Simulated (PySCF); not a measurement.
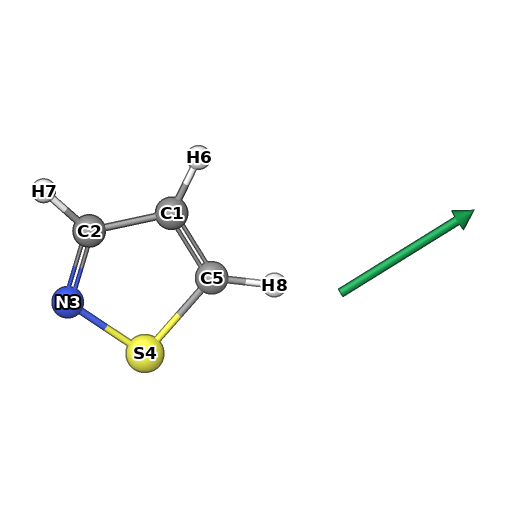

The arrow beside the molecule shows the direction of the dipole moment, from the negative to the positive end (its length means nothing). The geometry was computed by an optimisation with GFN2-xTB. No frequency run is at hand to confirm it as a minimum. Level of theory: CAM-B3LYP/def2-SVPD, gas phase (PySCF 2.14.0).

### Estimate the dipole moment.

2.44 D; it points from the side of N3 to the side of H6, H8 (the outermost atoms at the two ends).
